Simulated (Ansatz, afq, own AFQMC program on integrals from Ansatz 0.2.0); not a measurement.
# NH₂O (quartet): AFQMC on the coupled-cluster ladder at distance O1–H3 along a hydrogen transfer = 1.132 Å, cc-pVTZ

Aim: compute NH₂O (quartet) with auxiliary-field quantum Monte Carlo on the same integrals as coupled cluster, and set the energies side by side.

The runs use Ansatz 0.2.0, Gaussian basis, and an in-house AFQMC program (afq) on its integrals; all values are calculated; cc-pVTZ, frozen cores.

Plan: PBE (unrestricted); r2SCAN (unrestricted); PBE0 (unrestricted); B3LYP (unrestricted); wB97M-V (unrestricted); B2PLYP (unrestricted); CCSD(T) on UHF; CCSDT(Q) on UHF; Phaseless AFQMC, CISD trial on UHF.

1 further run of the same task is left out (it didn't finish).

## (1) The system

The geometry derives from fragments relaxed apart (PBE0/def2-TZVP) and kept rigid, so it is no stationary point. A hydrogen atom is moved between rigid fragments.

4 atoms, charge 0, spin multiplicity 4.

Atoms are counted from 1 here; the program's logs count them from 0.

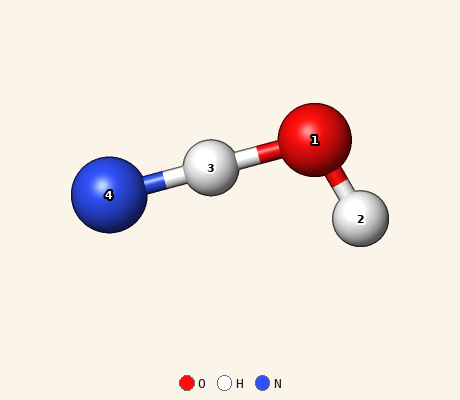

The geometry (oxygen red, hydrogen white, nitrogen blue); atoms are numbered from 1 in the order of the file.

## (2) PBE (unrestricted)

in.yaml reads:

```yaml
crystal:
  periodic: [false, false, false]
  atoms:
    - {symbol: O, position_ang: [-1.008017, -0.029165, 0.000000]}
    - {symbol: H, position_ang: [-1.257327, 0.897410, 0.000000]}
    - {symbol: H, position_ang: [0.123983, -0.029165, 0.000000]}
    - {symbol: N, position_ang: [1.232983, -0.029165, 0.000000]}
basis:
  gaussian: {orbitals: cc-pVTZ}
magnetization: {spin_polarized: true, initial_magnetization: 3}
hamiltonian: {xc: {name: PBE}}
output: {orbitals: {seedname: orbitals}}
```

Command:

```bash
$ ansatz run in.yaml --threads 1 --pin off --events-out ev --progress --plain --max-ram 5632MiB --backend cpu
```

The program printed:

```text
Functional definition: PBE
  name "PBE"
  cite "Perdew, Burke & Ernzerhof, Phys. Rev. Lett. 77, 3865 (1996) doi:10.1103/PhysRevLett.77.3865"
  parent pbe
  parameter kappa = 0.804
  parameter beta = 0.06672455060314922
  exchange = pbe_x(kappa = kappa, mu = beta*pi^2/3)
  correlation = pbe_c(beta = beta)
462 factors; their error is unknown
mean field evaluation 1: about -3556.6097 eV, gradient 3.8e1 eV
mean field evaluation 2: about -3489.1991 eV, gradient 1.2e2 eV
mean field evaluation 4: about -3561.1603 eV, gradient 4.6e0 eV
mean field evaluation 8: about -3561.2439 eV, gradient 1.6e-1 eV
mean field evaluation 16: about -3561.2325 eV, gradient 4.4e-5 eV
mean field evaluation 32: about -3561.2325 eV, gradient 4.4e-5 eV
mean field -3561.23246339 eV, -130.8728791394 hartree, gradient 4.4e-5 eV, S^2 3.755324; 3 other end points of the search recorded, 0 dependent functions left out
reference -3561.23248109 eV, -130.8728797900 hartree; 10, 7 occupied and 78, 81 virtual orbitals, 462 factors
Total energy: -3561.23248109 eV, -130.8728797900 hartree
```

Run time: 1.7 s. Hardware: 1 thread of AMD EPYC 7R13 (Zen 3), shared host; peak memory 1.8 GiB.

From the report: ⟨S²⟩ of the determinant 3.755 (pure quartet: 3.75).

## (3) r2SCAN (unrestricted)

in.yaml: that of step 2 with these lines changed.

```diff
@@ -10,3 +10,2 @@
 magnetization: {spin_polarized: true, initial_magnetization: 3}
-hamiltonian: {xc: {name: PBE}}
-output: {orbitals: {seedname: orbitals}}
+hamiltonian: {xc: {name: r2SCAN}}
```

The command is unchanged.

The program printed:

```text
Functional definition: r2SCAN
  name "r2SCAN"
  cite "Furness, Kaplan, Ning, Perdew & Sun, J. Phys. Chem. Lett. 11, 8208 (2020) doi:10.1021/acs.jpclett.0c02405"
  cite "Furness, Kaplan, Ning, Perdew & Sun, J. Phys. Chem. Lett. 11, 9248 (2020) doi:10.1021/acs.jpclett.0c03077"
  parent r2scan
  parameter k0 = 0.174
  parameter k1 = 0.065
  parameter a1 = 4.9479
  exchange = r2scan_x(k0 = k0, k1 = k1, a1 = a1)
  correlation = r2scan_c
462 factors; their error is unknown
mean field evaluation 1: about -3559.6939 eV, gradient 3.5e1 eV
mean field evaluation 2: about -3519.3147 eV, gradient 9.4e1 eV
mean field evaluation 4: about -3563.5391 eV, gradient 3.1e0 eV
mean field evaluation 8: about -3563.5691 eV, gradient 2.1e-1 eV
mean field evaluation 16: about -3563.5692 eV, gradient 2.7e-5 eV
mean field -3563.56923605 eV, -130.9587539509 hartree, gradient 3.3e-5 eV, S^2 3.760851; 0 other end points of the search recorded, 0 dependent functions left out
reference -3563.56924200 eV, -130.9587541694 hartree; 10, 7 occupied and 78, 81 virtual orbitals, 462 factors
Total energy: -3563.56924200 eV, -130.9587541694 hartree
```

It took 1.7 s on 1 thread of AMD EPYC 7R13 (Zen 3), shared host; peak memory 1.8 GiB.

From the report: ⟨S²⟩ of the determinant 3.761 (pure quartet: 3.75).

## (4) PBE0 (unrestricted)

in.yaml: that of step 3 with these lines changed.

```diff
@@ -10,2 +10,3 @@
 magnetization: {spin_polarized: true, initial_magnetization: 3}
-hamiltonian: {xc: {name: r2SCAN}}
+hamiltonian: {xc: {name: PBE0}}
+output: {orbitals: {seedname: orbitals}}
```

Launched as before.

The program printed:

```text
Functional definition: PBE0
  name "PBE0"
  cite "Adamo & Barone, J. Chem. Phys. 110, 6158 (1999) doi:10.1063/1.478522"
  cite "Perdew, Burke & Ernzerhof, Phys. Rev. Lett. 77, 3865 (1996) doi:10.1103/PhysRevLett.77.3865"
  parent pbe
  parameter a = 0.25
  parameter kappa = 0.804
  parameter beta = 0.06672455060314922
  exchange = (1 - a)*pbe_x(kappa = kappa, mu = beta*pi^2/3) + a*exact_x
  correlation = pbe_c(beta = beta)
465 factors; their error is unknown
mean field evaluation 1: about -3557.8751 eV, gradient 3.2e1 eV
mean field evaluation 2: about -3535.4561 eV, gradient 7.6e1 eV
mean field evaluation 4: about -3561.1900 eV, gradient 2.5e0 eV
mean field evaluation 8: about -3561.2354 eV, gradient 1.9e-1 eV
mean field evaluation 16: about -3561.2355 eV, gradient 2.3e-5 eV
mean field -3561.23550929 eV, -130.8729910742 hartree, gradient 2.3e-5 eV, S^2 3.759933; 0 other end points of the search recorded, 0 dependent functions left out
reference -3561.23552208 eV, -130.8729915443 hartree; 10, 7 occupied and 78, 81 virtual orbitals, 465 factors
Total energy: -3561.23552208 eV, -130.8729915443 hartree
```

Wall time 0.97 s (1 thread of AMD EPYC 7R13 (Zen 3), shared host); peak memory 1.8 GiB.

From the report: ⟨S²⟩ of the determinant 3.760 (pure quartet: 3.75).

## (5) B3LYP (unrestricted)

in.yaml: that of step 4 with these lines changed.

```diff
@@ -10,3 +10,2 @@
 magnetization: {spin_polarized: true, initial_magnetization: 3}
-hamiltonian: {xc: {name: PBE0}}
-output: {orbitals: {seedname: orbitals}}
+hamiltonian: {xc: {name: B3LYP}}
```

Same command.

The program printed, shortened:

```text
Functional definition: B3LYP
  name "B3LYP"
  cite "Stephens, Devlin, Chabalowski & Frisch, J. Phys. Chem. 98, 11623 (1994) doi:10.1021/j100096a001"
  cite "Becke, Phys. Rev. A 38, 3098 (1988) doi:10.1103/PhysRevA.38.3098"
  cite "Lee, Yang & Parr, Phys. Rev. B 37, 785 (1988) doi:10.1103/PhysRevB.37.785"
  cite "Vosko, Wilk & Nusair, Can. J. Phys. 58, 1200 (1980) doi:10.1139/p80-159"
[...]
462 factors; their error is unknown
[...]
mean field -3565.24404489 eV, -131.0203020405 hartree, gradient 2.5e-5 eV, S^2 3.759104; 0 other end points of the search recorded, 0 dependent functions left out
reference -3565.24417460 eV, -131.0203068071 hartree; 10, 7 occupied and 78, 81 virtual orbitals, 462 factors
Total energy: -3565.24417460 eV, -131.0203068071 hartree
```

Run time: 0.91 s. Hardware: 1 thread of AMD EPYC 7R13 (Zen 3), shared host; peak memory 1.8 GiB.

From the report: ⟨S²⟩ of the determinant 3.759 (pure quartet: 3.75).

## (6) wB97M-V (unrestricted)

in.yaml: that of step 5 with these lines changed.

```diff
@@ -10,2 +10,3 @@
 magnetization: {spin_polarized: true, initial_magnetization: 3}
-hamiltonian: {xc: {name: B3LYP}}
+hamiltonian: {xc: {name: wB97M-V}}
+output: {orbitals: {seedname: orbitals}}
```

The command is unchanged.

The program printed, shortened:

```text
Functional definition: wB97M-V
  name "wB97M-V"
  cite "Mardirossian & Head-Gordon, J. Chem. Phys. 144, 214110 (2016) doi:10.1063/1.4952647"
  cite "Becke, J. Chem. Phys. 107, 8554 (1997) doi:10.1063/1.475007"
  cite "Vydrov & Van Voorhis, J. Chem. Phys. 133, 244103 (2010) doi:10.1063/1.3521275"
  # Of w^i u^j: cxij and so on, Table III.
[...]
  gx(w, u) = 1 - cx + cx01*u + cx10*w
  gss(w, u) = css00 + css04*u^4 + css10*w + css20*w^2 + css43*w^4*u^3
  gos(w, u) = cos00 + cos10*w + (cos20 + cos21*u)*w^2 + (cos60 + cos61*u)*w^6
[...]
      + integral(e_c_pw_mod_opposite_spin*gos(b97_w_opposite, b97_u_opposite)) + vv10(b, c)
462 factors; their error is unknown
96 factors; integrals over basis functions are off by at most 8.4e-5 eV
[...]
mean field -3563.74704763 eV, -130.9652884060 hartree, gradient 3.7e-5 eV, S^2 3.759527; 0 other end points of the search recorded, 0 dependent functions left out
reference -3563.74706995 eV, -130.9652892261 hartree; 10, 7 occupied and 78, 81 virtual orbitals, 462 factors
Total energy: -3563.74706995 eV, -130.9652892261 hartree
```

Wall time 3 s (1 thread of AMD EPYC 7R13 (Zen 3), shared host); peak memory 1.8 GiB.

From the report: ⟨S²⟩ of the determinant 3.760 (pure quartet: 3.75).

## (7) B2PLYP (unrestricted)

in.yaml: that of step 6 with these lines changed.

```diff
@@ -10,3 +10,3 @@
 magnetization: {spin_polarized: true, initial_magnetization: 3}
-hamiltonian: {xc: {name: wB97M-V}}
-output: {orbitals: {seedname: orbitals}}
+hamiltonian: {xc: {name: B2PLYP}}
+correlation: {electrons: outside_noble_gas}
```

Same command.

The program printed, shortened:

```text
Functional definition: B2PLYP
  name "B2PLYP"
  cite "Grimme, J. Chem. Phys. 124, 034108 (2006) doi:10.1063/1.2148954"
  cite "Becke, Phys. Rev. A 38, 3098 (1988) doi:10.1103/PhysRevA.38.3098"
  cite "Lee, Yang & Parr, Phys. Rev. B 37, 785 (1988) doi:10.1103/PhysRevB.37.785"
[...]
526 factors; integrals over basis functions are off by at most 9.9e-4 eV
[...]
mean field -3559.27486635 eV, -130.8009387752 hartree, gradient 5.8e-6 eV, S^2 3.768886; 0 other end points of the search recorded, 0 dependent functions left out
2 core orbitals not correlated: weight in the atoms' cores, before any rotation towards them, 1.000 or more for the frozen orbitals, at most 0.000 for the correlated occupied ones
reference -3559.27494635 eV, -130.8009417152 hartree; 8, 5 occupied and 78, 81 virtual orbitals, 526 factors
second order -12.43891851 eV of doubles, -0.00000000 eV of singles
Total energy: -3562.63345435 eV, -130.9243646076 hartree
```

Wall time 1.5 s (1 thread of AMD EPYC 7R13 (Zen 3), shared host); peak memory 1.8 GiB.

From the report: ⟨S²⟩ of the determinant 3.769 (pure quartet: 3.75).

## (8) CCSD(T) on UHF

in.yaml: that of step 7 with these lines changed.

```diff
@@ -10,3 +10,2 @@
 magnetization: {spin_polarized: true, initial_magnetization: 3}
-hamiltonian: {xc: {name: B2PLYP}}
-correlation: {electrons: outside_noble_gas}
+correlation: {method: ccsd_t, electrons: outside_noble_gas, hamiltonian_folder: ham}
```

Command:

```bash
$ ansatz run in.yaml --threads 1 --pin off --events-out ev --progress --plain --max-ram 16896MiB --backend cuda --devices 0, --max-vram 18GiB
```

The program printed, shortened:

```text
Functional definition: HF
  name "HF"
  cite "Fock, Z. Phys. 61, 126 (1930) doi:10.1007/BF01340294"
  parent pbe
[...]
526 factors; integrals over basis functions are off by at most 9.9e-4 eV
[...]
mean field -3547.63141161 eV, -130.3730497057 hartree, gradient 2.9e-6 eV, S^2 3.790160; 4 other end points of the search recorded, 0 dependent functions left out
determinant -3547.63141161 eV, -130.3730497057 hartree, with singles and doubles -3558.58594499 eV, -130.7756213820 hartree
determinant -3545.89883129 eV, -130.3093785534 hartree, with singles and doubles -3556.24018295 eV, -130.6894162174 hartree
2 core orbitals not correlated: weight in the atoms' cores, before any rotation towards them, 1.000 or more for the frozen orbitals, at most 0.000 for the correlated occupied ones
reference -3547.63141161 eV, -130.3730497057 hartree; 8, 5 occupied and 78, 81 virtual orbitals, 526 factors
second order -10.25489162 eV of doubles, -0.00000000 eV of singles
cycle   1  -10.86638324 eV  change    -1.1e0 eV  update   1.8e-2
[...]
cycle  10  -10.89886090 eV  change   -6.6e-6 eV  update   1.1e-5
perturbative correction -0.36226261 eV, -0.0133129053 hartree
Total energy: -3558.89253512 eV, -130.7868883615 hartree
```

Wall time 12 s (1 × NVIDIA H100 80GB HBM3 with 1 thread of AMD EPYC 7R13 (Zen 3), shared host); peak host memory 1.8 GiB.

From the report: ⟨S²⟩ of the determinant 3.790 (pure quartet: 3.75); correlation -11.2611 eV; T1 0.018; largest double amplitude 0.06.

This run also writes the integrals to the folder ham.

## (9) CCSDT(Q) on UHF

in.yaml: that of step 8 with these lines changed.

```diff
@@ -10,2 +10,2 @@
 magnetization: {spin_polarized: true, initial_magnetization: 3}
-correlation: {method: ccsd_t, electrons: outside_noble_gas, hamiltonian_folder: ham}
+correlation: {method: ccsdt_q, electrons: outside_noble_gas}
```

The command is unchanged.

The program printed, shortened:

```text
Functional definition: HF
  name "HF"
  cite "Fock, Z. Phys. 61, 126 (1930) doi:10.1007/BF01340294"
  parent pbe
[...]
1093 factors; integrals over basis functions are off by at most 1.9e-7 eV
[...]
mean field -3547.63143193 eV, -130.3730504524 hartree, gradient 2.8e-6 eV, S^2 3.790159; 4 other end points of the search recorded, 0 dependent functions left out
determinant -3547.63143193 eV, -130.3730504524 hartree, with singles and doubles -3558.58598970 eV, -130.7756230252 hartree
determinant -3545.89884887 eV, -130.3093791995 hartree, with singles and doubles -3556.24021927 eV, -130.6894175519 hartree
2 core orbitals not correlated: weight in the atoms' cores, before any rotation towards them, 1.000 or more for the frozen orbitals, at most 0.000 for the correlated occupied ones
reference -3547.63143193 eV, -130.3730504524 hartree; 8, 5 occupied and 78, 81 virtual orbitals, 1093 factors
second order -10.25491945 eV of doubles, -0.00000000 eV of singles
cycle   1  -10.54934164 eV  change   -2.9e-1 eV  update   7.9e-2
[...]
cycle  19  -11.28328802 eV  change   -4.3e-7 eV  update   1.0e-6
perturbative correction -0.02070592 eV, -0.0007609286 hartree
Total energy: -3558.93542587 eV, -130.7884645678 hartree
```

Run time: 62 s. Hardware: 1 × NVIDIA H100 80GB HBM3 with 1 thread of AMD EPYC 7R13 (Zen 3), shared host; peak host memory 1.8 GiB.

From the report: ⟨S²⟩ of the determinant 3.790 (pure quartet: 3.75); correlation -11.3040 eV; T1 0.020; largest double amplitude 0.07.

## (10) Phaseless AFQMC, CISD trial on UHF

It reads the integrals that the CCSD(T) run on this determinant wrote.

Command:

```bash
$ afq ham --method phaseless --trial cisd --walkers 1500 --populations 20 --least-time 60 --time-step 0.005 --steps-per-block 50 --equilibration-blocks 28 --max-blocks 4000 --target-error 0.00021 --factor-cut 1e-05 --start spin_pure --seed 9833 --release-times 0.24,0.51,0.99,1.62,2.4 --release-step 0.03 --release-every 3 --taylor-order 6
```

The program printed:

```text
orbitals 86  electrons 8 5  factors 526 of 526
reference energy -130.37304971 Eh
CCSD correlation -0.40052600 Eh in 14 cycles, weight of the determinant in the CISD state 0.8906
energy of the start -130.771119 Eh
 block  time / (1/Eh)  mean weight  energy / Eh
     1     0.250  0.9989  -130.771512
     2     0.500  1.0007  -130.777320
     3     0.750  0.9993  -130.782030
     4     1.000  1.0005  -130.786160
     5     1.250  0.9999  -130.787047
     6     1.500  1.0000  -130.787232
     7     1.750  0.9994  -130.787097
     8     2.000  0.9989  -130.785352
     9     2.250  1.0000  -130.785429
    10     2.500  1.0006  -130.787138
    11     2.750  0.9999  -130.787326
    13     3.250  1.0002  -130.786125
    15     3.750  1.0011  -130.787045
    17     4.250  0.9995  -130.784947
    19     4.750  0.9990  -130.785817
    21     5.250  1.0002  -130.788986
    23     5.750  1.0001  -130.789760
    25     6.250  0.9996  -130.786584
    27     6.750  1.0003  -130.788904
    29     7.250  1.0002  -130.788046
    31     7.750  0.9997  -130.787762
    33     8.250  1.0009  -130.787509
    35     8.750  0.9995  -130.789275
    37     9.250  1.0005  -130.787790
    39     9.750  0.9997  -130.788794
    41    10.250  0.9994  -130.785417
    43    10.750  0.9996  -130.788830
    45    11.250  0.9991  -130.787459
    47    11.750  1.0000  -130.787472
    49    12.250  0.9998  -130.786315
    51    12.750  1.0011  -130.787819
    53    13.250  0.9999  -130.786087
    55    13.750  1.0005  -130.788077
    57    14.250  0.9994  -130.786507
    59    14.750  0.9999  -130.786619
    61    15.250  1.0002  -130.787737
    63    15.750  0.9999  -130.787852
    65    16.250  1.0005  -130.787883
    67    16.750  0.9998  -130.787716
    69    17.250  0.9997  -130.787516
    71    17.750  0.9999  -130.787554
    73    18.250  1.0005  -130.787948
    75    18.750  0.9995  -130.788602
    77    19.250  1.0006  -130.788067
    79    19.750  1.0002  -130.787953
    81    20.250  1.0001  -130.787246
    83    20.750  1.0016  -130.786171
    85    21.250  0.9994  -130.788704
    87    21.750  1.0000  -130.786743
    89    22.250  0.9987  -130.789469
    91    22.750  0.9998  -130.788171
    93    23.250  1.0006  -130.788077
    95    23.750  1.0001  -130.788280
    97    24.250  0.9999  -130.786839
    99    24.750  1.0011  -130.786163
   101    25.250  1.0015  -130.787071
   103    25.750  0.9986  -130.789300
   105    26.250  0.9994  -130.788658
   107    26.750  1.0006  -130.783958
   109    27.250  1.0000  -130.786530
error from the spread of 20 populations
released: time / (1/Eh)  energy / Eh  error  mean overlap
  0.24  -130.788035  0.000217  0.9925
  0.51  -130.788553  0.000207  0.9867
  0.99  -130.788065  0.000226  0.9824
  1.62  -130.788462  0.000489  0.9605
  2.40  -130.787969  0.000437  0.9334
energy -130.787678 +/- 0.000208 Eh
```

It took 4 min on 1 × NVIDIA H100 80GB HBM3 with 2 threads of AMD EPYC 7R13 (Zen 3), shared host; peak host memory 1.8 GiB.

Energy -3558.9140 ± 0.0057 eV. Caveats: constraint bias not in the error.

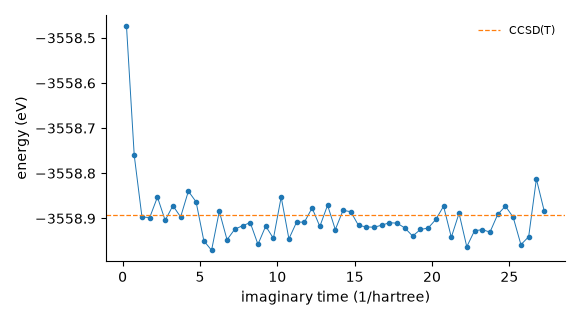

Block energies along the walk.

## (11) AFQMC on the ladder

On the UHF determinant, counted from CCSDT(Q) (a yardstick, not exact):

```tsv
level	energy (eV)	from CCSDT(Q) (meV)	statistical error (meV)	time
HF	-3547.6314	+11304.0		
MP2	-3557.8863	+1049.1		
CCSD	-3558.5303	+405.2		
CCSD(T)	-3558.8925	+42.9		
CCSDT(Q)	-3558.9354	0.0		
Phaseless AFQMC, CISD trial, step 0.005, 1500 walkers	-3558.9140	+21.4	5.7	4 min
```

The functionals' totals stand on their own zeros and serve differences with other points: PBE -3561.232 eV; r2SCAN -3563.569 eV; PBE0 -3561.236 eV; B3LYP -3565.244 eV; wB97M-V -3563.747 eV; B2PLYP -3562.633 eV.

## (12) What came out

```
                                        quantity            value
                    CCSD(T) on UHF from CCSDT(Q)        +42.9 meV
Phaseless AFQMC, CISD trial on UHF from CCSDT(Q)  +21.4 ± 5.7 meV
```

On UHF the phaseless walk with the CISD trial lies +21.4 meV from CCSDT(Q), 4 times its error bar. Error bars are statistical and leave out the constraint, the time step and what remains of the start.
